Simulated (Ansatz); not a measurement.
Input file:

```
basis:
  gaussian:
    orbitals: def2-TZVPD
crystal:
  periodic: [false, false, false]
  atoms:
    - {symbol: C, position_ang: [-3.063562, -1.256454, -1.763059]}
    - {symbol: C, position_ang: [-2.616243, -0.619414, -0.772030]}
    - {symbol: C, position_ang: [-2.139263, 0.130177, 0.296906]}
    - {symbol: P, position_ang: [-1.355685, -0.321693, 1.764143]}
    - {symbol: H, position_ang: [-2.274725, 1.222678, 0.217289]}
    - {symbol: H, position_ang: [-1.341524, -1.742276, 1.548233]}
total_charge: -1
hamiltonian:
  xc: {name: PBE0}
output:
  forces: true
  orbitals: {seedname: orbitals}
```

Command:

```sh
ansatz run input.yaml --threads 1 --pin off --max-ram 2610MiB --events-out events.jsonl --progress --plain --runs-dir runs
```

Geometry: B3LYP-D3(BJ)/def2-SVPD.

All numbers below come from Ansatz, isolated molecule in a Gaussian basis; Kohn-Sham density functional theory, functional PBE0.

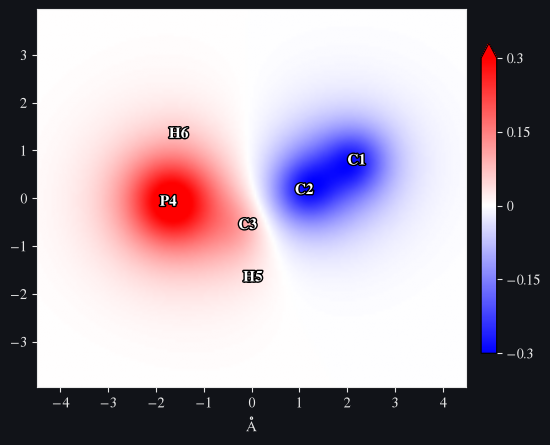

C₃H₂P (SMILES [C-]#CC=P) (charge −1). The HOMO on a plane 0.8 Å above the molecular plane (values in Å⁻³ᐟ²; the overall sign is arbitrary).

Question: Where does this orbital lie, and at what energy?

Answer: Its weight (Hirshfeld) is mainly on P4 (about 40 %), C1 (about 25 %), C2 (about 25 %) and C3 (about 10 %); it changes sign across the molecular plane (π type); π-bonding across C1–C2; π-antibonding (a node) across C2–C3. Its energy is −1.54 eV.
